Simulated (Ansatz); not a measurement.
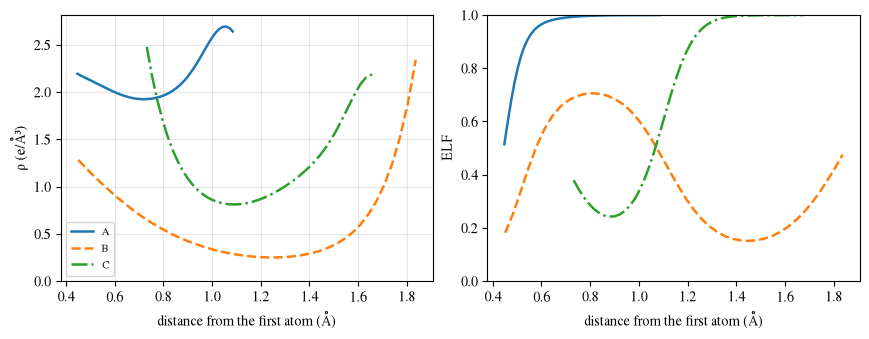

Figure. CH5In (InH2Me) (charge +1, doublet). Electron density and electron localisation function along straight lines between neighbouring atoms. The curves leave out the atomic cores.

Geometry: PBE0-D4/def2-TZVP; core potentials replace the inner electrons of In.

Method: UKS PBE0-D4/def2-TZVP in Ansatz 0.2.0.

```xyz
7

In    0.7346    1.2795   -0.0055
H     2.2730    0.6209    0.0329
H    -0.6037    2.2837   -0.0520
C    -0.5503   -0.9546    0.0119
H    -0.5044   -1.1076   -1.0638
H    -1.4828   -0.6016    0.4398
H     0.1337   -1.5203    0.6366
```

### Which curve belongs to which contact (C–H, C–In and In–H)? The first atom named is at distance zero.

Curve A: C–H (1.09 Å): ρ is about 2.1 e/Å³ halfway; the ELF climbs to about 1 towards the hydrogen, as it does in any bond to H: an ordinary covalent bond to hydrogen. Curve B: C–In (2.58 Å): ρ is about 0.25 e/Å³ halfway; the ELF peaks at about 0.70 in the valence shell of C, 0.8 Å from its nucleus, and drops to about 0.15 between the two atoms. Curve C: In–H (1.67 Å): the density is about 1.4 e/Å³ at the midpoint; the ELF climbs to about 1 towards the hydrogen.
